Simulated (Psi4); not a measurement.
# One shape, several levels: doublet SiHCl2OF+

Aim: a comparison of 5 runs (U-wB97X-V/def2-SVP, U-wB97X/def2-SVP, UB3LYP/def2-SVP, UCAM-B3LYP/def2-SVP, UTPSSh/def2-SVP) of doublet SiHCl2OF+. 

The results are computed with Psi4 1.11.

**1. The molecule**

The species is SiHCl2OF+ (6 atoms), meant as a doublet with charge +1. SMILES of the parent species: `O[Si](F)(Cl)Cl`. Geometry: relaxed at PBE0-D4/def2-TZVP. This is one conformer, not always the lowest. That shape belongs to the parent species and isn't relaxed for this state.

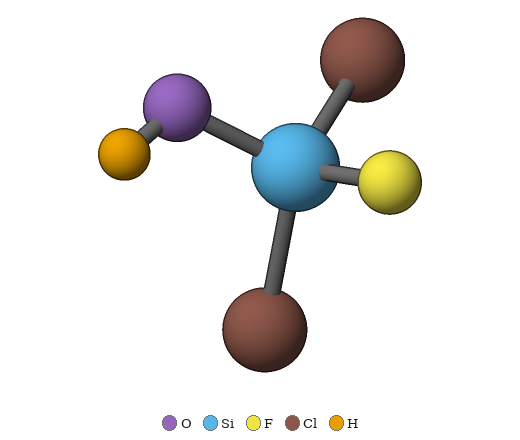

The structure, seen from a chosen angle (oxygen purple, silicon blue, fluorine yellow, chlorine brown, hydrogen amber).

**2. A single-point energy at U-wB97X-V/def2-SVP (run 1)**

Contents of cl2fhosi.xyz:

```xyz
6
Cl2FHOSi
O     -0.507700     0.453700     1.122500
Si     0.219500     0.013400    -0.247400
F      1.583200    -0.726700     0.044400
Cl    -0.921300    -1.272900    -1.319600
Cl     0.618000     1.683900    -1.294500
H     -0.949600    -0.215500     1.648500
```

Contents of run.py:

```python
import psi4

psi4.set_memory('2200 MB')
psi4.set_num_threads(1)
psi4.set_output_file('psi4.out', False)

with open('cl2fhosi.xyz') as f:
    atoms = ''.join(f.readlines()[2:])
m = psi4.geometry('1 2\n' + atoms + 'symmetry c1\nno_reorient\nno_com')

options = {'basis': 'def2-SVP', 'reference': 'uks', 'puream': True, 'e_convergence': 1e-09, 'd_convergence': 1e-08, 'scf_type': 'pk', 'dft_radial_points': 99, 'dft_spherical_points': 590, 'maxiter': 100}
psi4.set_options(options)

e = psi4.energy('wb97x-v', molecule=m)
print(f'wb97x-v energy: {e:.10f} Eh')
```

On the command line:

```console
$ python run.py
```

psi4.out:

```text
[...]
  Running in c1 symmetry.
[...]
  Nuclear repulsion =  382.547113407934035
[...]
  Multiplicity = 2
[...]
  Nalpha       = 33
  Nbeta        = 32
[...]
    Number of basis functions: 87
[...]
   @UKS iter   1: -1384.39621215287093    2.55632e-01   7.32143e-03 DIIS/ADIIS
[...]
   @UKS iter  33: -1384.56416705776132   -6.34373e-11   8.22214e-09 DIIS
[...]
   @S^2 Observed:                7.585269296E-01
[...]
  @UKS Final Energy: -1384.56416705776132
   => Energetics <=
    Nuclear Repulsion Energy =            382.5471134079340345
    One-Electron Energy =               -2660.5797823399934714
    Two-Electron Energy =                 965.4441586726537707
    DFT Exchange-Correlation Energy =     -72.2442281122464180
    Empirical Dispersion Energy =           0.0000000000000000
    VV10 Nonlocal Energy =                  0.2685713138909624
    Total Energy =                      -1384.5641670577610967
  UHF NO Occupations:
  HONO-2 :   31  A 1.9997674
  HONO-1 :   32  A 1.9964000
[...]
 Multipole Moments:
 ------------------------------------------------------------------------------------
     Multipole            Electronic (a.u.)      Nuclear  (a.u.)        Total (a.u.)
 ------------------------------------------------------------------------------------
 L = 1.  Multiply by 2.5417464519 to convert [e a0] to [Debye]
 Dipole X            :        -14.1393923           13.5200456           -0.6193467
 Dipole Y            :         -7.6412077            7.6503672            0.0091596
 Dipole Z            :         68.4211158          -69.6840288           -1.2629130
 Magnitude           :                                                    1.4066356
[...]
```

Standard output:

```text
wb97x-v energy: -1384.5641670578 Eh
```

Run time: 2.1 min. Hardware: 1 thread of Intel Xeon 6975P-C (Granite Rapids), shared host; peak memory 0.99 GiB.

**3. Energy and gradient at U-wB97X/def2-SVP (run 2)**

Contents of job.json:

```json
{
  "schema_name": "qcschema_input",
  "schema_version": 1,
  "molecule": {
    "schema_name": "qcschema_molecule",
    "schema_version": 2,
    "symbols": ["O", "Si", "F", "Cl", "Cl", "H"],
    "geometry": [-0.95941395, 0.85736874, 2.12121757, 0.41479488, 0.02532233, -0.46751824, 2.9918144, -1.37326397, 0.08390384, -1.74100468, -2.40543238, -2.49368259, 1.16785075, 3.18210982, -2.44625047, -1.79448393, -0.40723598, 3.11521352],
    "molecular_charge": 1,
    "molecular_multiplicity": 2,
    "fix_symmetry": "c1"
  },
  "driver": "gradient",
  "model": {
    "method": "wb97x",
    "basis": "def2-SVP"
  },
  "keywords": {
    "reference": "uks",
    "puream": true,
    "e_convergence": 1e-09,
    "d_convergence": 1e-08,
    "scf_type": "pk",
    "dft_radial_points": 99,
    "dft_spherical_points": 590,
    "maxiter": 100,
    "scf_properties": ["MULLIKEN_CHARGES", "LOWDIN_CHARGES", "MAYER_INDICES"]
  }
}
```

On the command line:

```console
$ psi4 --qcschema job.json -n 1 --memory 2200MB
```

stdout:

```text
[...]
  Running in c1 symmetry.
[...]
  Nuclear repulsion =  382.547113833674928
[...]
  Multiplicity = 2
[...]
  Nalpha       = 33
  Nbeta        = 32
[...]
    Number of basis functions: 87
[...]
   @UKS iter   1: -1384.58163137826409    2.61994e-01   7.55853e-03 ADIIS/DIIS
[...]
   @UKS iter  33: -1384.75806199522503   -6.82121e-12   7.10380e-09 DIIS
[...]
   @S^2 Observed:                7.589482507E-01
[...]
  @UKS Final Energy: -1384.75806199522503
   => Energetics <=
    Nuclear Repulsion Energy =            382.5471138336749277
    One-Electron Energy =               -2660.7673787768831062
    Two-Electron Energy =                 966.4185922197226546
    DFT Exchange-Correlation Energy =     -72.9563892717394680
    Empirical Dispersion Energy =           0.0000000000000000
    VV10 Nonlocal Energy =                  0.0000000000000000
    Total Energy =                      -1384.7580619952252619
  UHF NO Occupations:
  HONO-2 :   31  A 1.9997506
  HONO-1 :   32  A 1.9962791
[...]
  -Total Gradient:
     Atom            X                  Y                   Z
    ------   -----------------  -----------------  -----------------
       1        0.001324197195    -0.002228080156     0.017968944195
       2       -0.011413687364     0.007652628502    -0.046093113042
       3       -0.004767402076     0.002517287376     0.005886012851
       4        0.006601023668    -0.002139247164     0.017331362849
       5        0.003970247986    -0.008231090866     0.017450220688
       6        0.004144025733     0.002495358743    -0.012762633502
[...]
```

The result, in JSON:

```text
{
 "driver": "gradient",
 "model": {
  "method": "wb97x",
  "basis": "def2-SVP"
 },
 "success": true,
 "return_result": [0.0013241971951423598, -0.0022280801559959595, 0.01796894419543372, -0.011413687363639138, 0.007652628502393797, -0.046093113041617596, -0.0047674020760608005, 0.002517287376275379, 0.005886012851384306, 0.006601023668007591, -0.002139247164253011, 0.017331362849199908, 0.00397024798608072, -0.008231090866049923, 0.017450220688192325, 0.004144025733076234, 0.0024953587433185764, -0.01276263350237783],
 "properties": {
  "calcinfo_nbasis": 87,
  "calcinfo_nmo": 87,
  "calcinfo_nalpha": 33,
  "calcinfo_nbeta": 32,
  "calcinfo_natom": 6,
  "nuclear_repulsion_energy": 382.5471138336749,
  "return_energy": -1384.758061995225,
  "return_gradient": [0.0013241971951423598, -0.0022280801559959595, 0.01796894419543372, -0.011413687363639138, 0.007652628502393797, -0.046093113041617596, -0.0047674020760608005, 0.002517287376275379, 0.005886012851384306, 0.006601023668007591, -0.002139247164253011, 0.017331362849199908, 0.00397024798608072, -0.008231090866049923, 0.017450220688192325, 0.004144025733076234, 0.0024953587433185764, -0.01276263350237783],
  "scf_one_electron_energy": -2660.767378776883,
  "scf_two_electron_energy": 966.4185922197227,
  "scf_xc_energy": -72.95638927173947,
  "scf_dipole_moment": [-0.8594510709321612, -0.10196191645957986, -0.15758665379738224],
  "scf_total_energy": -1384.758061995225,
  "scf_total_gradient": [0.0013241971951423598, -0.0022280801559959595, 0.01796894419543372, -0.011413687363639138, 0.007652628502393797, -0.046093113041617596, -0.0047674020760608005, 0.002517287376275379, 0.005886012851384306, 0.006601023668007591, -0.002139247164253011, 0.017331362849199908, 0.00397024798608072, -0.008231090866049923, 0.017450220688192325, 0.004144025733076234, 0.0024953587433185764, -0.01276263350237783],
  "scf_iterations": 33
 }
}
```

Run time: 33 s. Hardware: 1 thread of Intel Xeon 6975P-C (Granite Rapids), shared host; peak memory 0.98 GiB.

Runs 3 to 4 aren't shown in full; the table further down has their settings and results.

**4. Energy and gradient at UTPSSh/def2-SVP (run 5)**

Contents of input.dat:

```
memory 2200 MB

molecule system {
  1 2
  O     -0.95941395     0.85736874     2.12121757
  Si     0.41479488     0.02532233    -0.46751824
  F      2.99181440    -1.37326397     0.08390384
  Cl    -1.74100468    -2.40543238    -2.49368259
  Cl     1.16785075     3.18210982    -2.44625047
  H     -1.79448393    -0.40723598     3.11521352
  units bohr
  symmetry c1
  no_reorient
  no_com
}

set globals {
  basis def2-SVP
  reference uks
  puream true
  e_convergence 1e-09
  d_convergence 1e-08
  scf_type pk
  dft_radial_points 99
  dft_spherical_points 590
  maxiter 100
}

e_tot = gradient("tpssh")
```

On the command line:

```console
$ psi4 -i input.dat -o output.dat -n 1
```

output.dat:

```text
[...]
  Running in c1 symmetry.
[...]
  Nuclear repulsion =  382.547113833674928
[...]
  Multiplicity = 2
[...]
  Nalpha       = 33
  Nbeta        = 32
[...]
    Number of basis functions: 87
[...]
   @UKS iter   1: -1384.66172421523788    4.77306e-01   8.32909e-03 ADIIS/DIIS
[...]
   @UKS iter  24: -1384.86561098331754   -4.54747e-13   1.58129e-09 DIIS
[...]
   @S^2 Observed:                7.535106713E-01
[...]
  @UKS Final Energy: -1384.86561098331754
   => Energetics <=
    Nuclear Repulsion Energy =            382.5471138336749277
    One-Electron Energy =               -2660.9736842637976224
    Two-Electron Energy =                 980.8457412572812473
    DFT Exchange-Correlation Energy =     -87.2847818104758630
    Empirical Dispersion Energy =           0.0000000000000000
    VV10 Nonlocal Energy =                  0.0000000000000000
    Total Energy =                      -1384.8656109833175378
  UHF NO Occupations:
  HONO-2 :   31  A 1.9994743
  HONO-1 :   32  A 1.9991846
[...]
  -Total Gradient:
     Atom            X                  Y                   Z
    ------   -----------------  -----------------  -----------------
       1        0.009718968342    -0.013280351354     0.002013624777
       2       -0.019834920224     0.008711541927    -0.004954623034
       3       -0.008477343558     0.004145721362    -0.000337316607
       4        0.010765715080     0.002782131929     0.010558652248
       5        0.000356879529    -0.012292604801     0.011862794201
       6        0.007476124014     0.009926511166    -0.019133602864
[...]
```

Run time: 56 s. Hardware: 1 thread of Intel Xeon 6975P-C (Granite Rapids), shared host; peak memory 1.1 GiB.

**5. All runs side by side**

```csv
run,level,task,energy (Eh),HOMO energy (eV),LUMO energy (eV),⟨S²⟩,wall time
1,U-wB97X-V/def2-SVP,energy,-1384.564167,-18.11,-12.61,0.759,2.1 min
2,U-wB97X/def2-SVP,gradient,-1384.758062,-18.13,-12.66,0.759,33 s
3,UB3LYP/def2-SVP,energy,-1384.865740,-15.52,-14.16,0.754,19 s
4,UCAM-B3LYP/def2-SVP,gradient,-1384.798190,-17.07,-13.29,0.757,35 s
5,UTPSSh/def2-SVP,gradient,-1384.865611,-15.13,-14.35,0.754,56 s
```

**6. Results**

| quantity | value |
| --- | --- |
| run 5: total energy | -1384.86561 Eh |
| run 5: HOMO energy (highest over α and β) | -15.13 eV |
| run 5: LUMO energy (lowest over α and β) | -14.35 eV |
| run 5: ⟨S²⟩ | 0.754 |
| run 5: largest force on an atom | 1.173 eV/Å |

What this shows: Totals of different functionals can't be ranked against each other. All runs together took 4.5 min, the longest 2.1 min.
